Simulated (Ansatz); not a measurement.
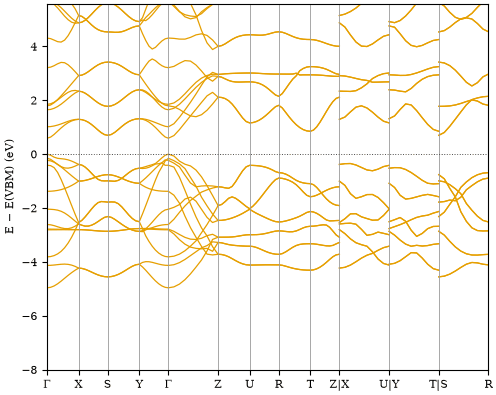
Figure: Band structure from PBE (plane waves, PAW; program Ansatz)

### Question
Read off the gap and where the band edges lie.

### Answer
About 0.6 eV (0.59 eV by a search for the band edges); maximum at Γ, minimum at Γ.

The material is ZrS2 in space group Pnnm (No. 58; Zr on 2a, S on 4g).

The cell is a constructed one: a structure type filled with these elements; neither database checked (COD, Materials Project) lists it. Whether it is the stable phase at ambient conditions was not checked. Symmetry was held in the PBE relaxation; its stability against distortions is not shown here. The run is not spin-polarised. Scalar-relativistic: spin–orbit coupling is off unless named, which matters more the heavier the elements.

Potentials: the later of the program's two PAW sets.
